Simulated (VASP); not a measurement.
Band structure of GeSe (space group Fm-3m). Computed with LDA (Ceperley-Alder, Perdew-Zunger), VASP's LDA PAW potentials (set 64) (plane waves; VASP 6.6.1).

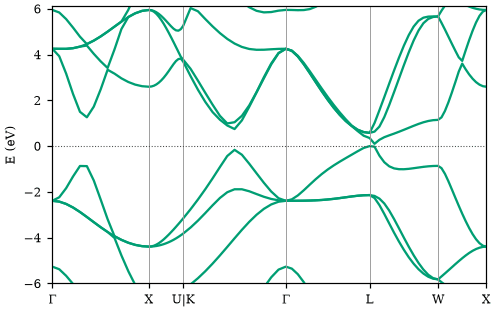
Figure: Bands along high-symmetry lines, zero at the valence-band maximum or, without a gap, the Fermi level

### Question
Read the plot: is there a gap, and where are the band edges?

### Answer
The gap is indirect, 0.10 eV, from the valence maximum at L to the conduction minimum at L-W at 0.07. (Edges off the drawn lines would not show.)

The structure comes from a computed database's GeSe entry (Fm-3m); how it stands against other phases isn't given here. It was relaxed first, which changed the volume by -5 %.
